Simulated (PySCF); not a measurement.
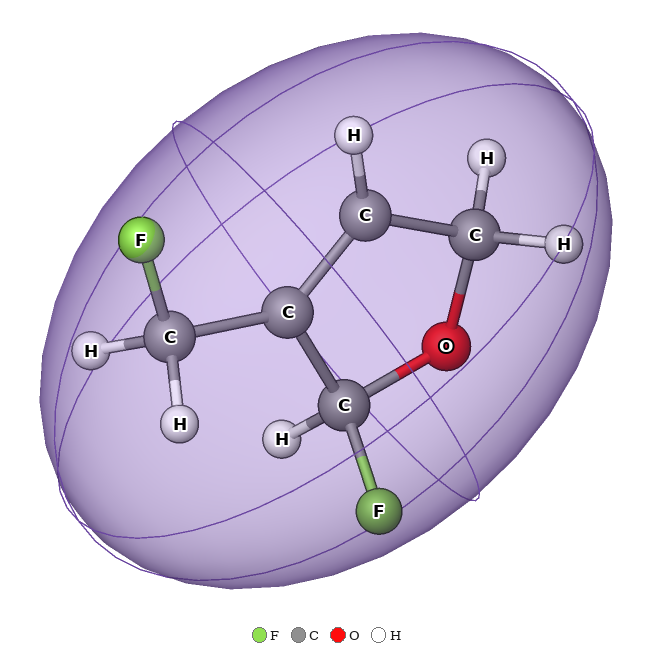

The ellipsoid shows the static dipole polarisability: its half-axes are proportional to the principal values. The computed structure is the end point of a PBE0-D3(BJ)/def2-SVP optimisation. No frequency run is at hand to confirm it as a minimum. Level of theory: ωB97X-D/def2-SVPD (PySCF 2.14.0).

Give the principal values, the mean and the anisotropy.

Answer. Principal values 49.4, 60.9, 76.7 bohr³; mean 62.3 bohr³ (9.24 Å³); anisotropy 23.7 bohr³, so the longest axis is 1.55 times the shortest.
